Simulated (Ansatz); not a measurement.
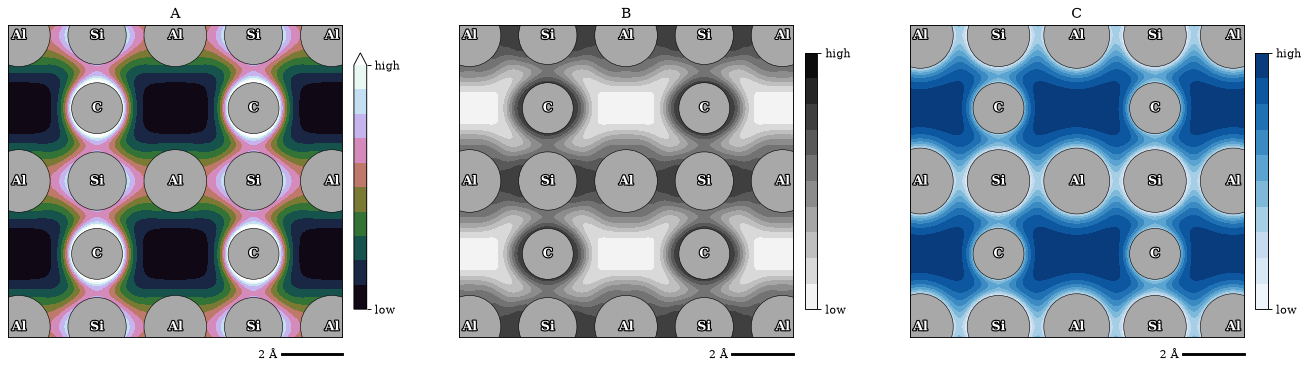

AlSi3C: 3 fields on the (111) plane of the calculation cell, with unlabelled colour scales. Grey discs cover the atomic cores.

Space group R-3m; built by placing these elements on a known structure type.

The calculation used DFT, PAW plane waves, r2SCAN in Ansatz.

### Which field does each panel show? The fields are: electron localisation function, electrostatic potential energy of an electron and valence pseudo-density.

Panel A: valence pseudo-density. Panel B: electron localisation function. Panel C: electrostatic potential energy of an electron (low next to the atoms, rising into the space between them). From the grid: Si–C (2.40 Å): the density is about 0.35 e/Å³ at the midpoint; the ELF peaks at about 0.80 in the valence shell of C, 0.7 Å from its nucleus, and is about 0.50 at the midpoint. Al–Si (2.58 Å): ρ is about 0.34 e/Å³ halfway; the ELF peaks at about 0.80 between the atoms.
